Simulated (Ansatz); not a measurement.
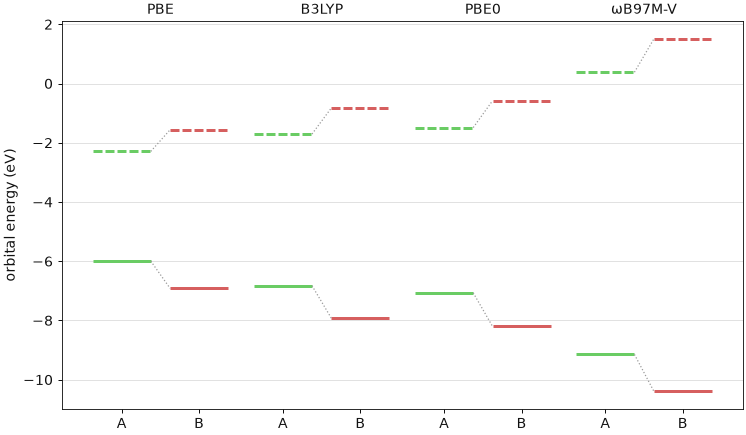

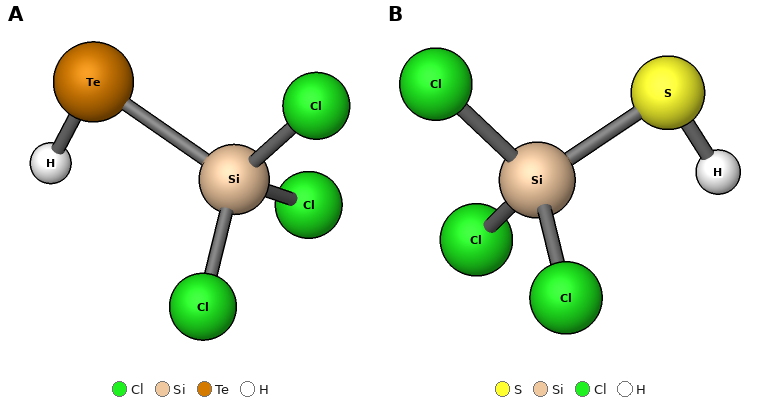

One change: A, SiHTeCl₃ (SMILES Cl[Si](Cl)(Cl)[TeH]), becomes B, SiHSCl₃ (SMILES S[Si](Cl)(Cl)Cl). TeH on Si is replaced by SH. HOMO (solid) and LUMO (dashed) computed in def2-TZVPP at PBE0-D4/def2-TZVP geometries, both minima by their frequencies, gas phase, the Ansatz code. Empty levels above zero depend strongly on the basis.

What does the change do to HOMO and LUMO?

Answer. PBE: the HOMO falls by 0.92 eV, the LUMO rises by 0.73 eV, and the separation goes from 3.70 to 5.36 eV. B3LYP: the HOMO falls by 1.10 eV, the LUMO rises by 0.88 eV, and the separation goes from 5.12 to 7.10 eV. PBE0: the HOMO falls by 1.14 eV, the LUMO rises by 0.91 eV, and the separation goes from 5.58 to 7.62 eV. ωB97M-V: the HOMO falls by 1.24 eV, the LUMO rises by 1.12 eV, and the separation goes from 9.53 to 11.89 eV.

Do the functionals agree on the effect?

Answer. They agree on the direction for both levels; the HOMO shift lies between −1.24 and −0.92 eV and the LUMO shift between 0.73 and 1.12 eV, while the separations themselves differ by up to 6.5 eV between functionals.

Note: core potentials past krypton; spin-orbit coupling is left out, and with Te it can shift these values.
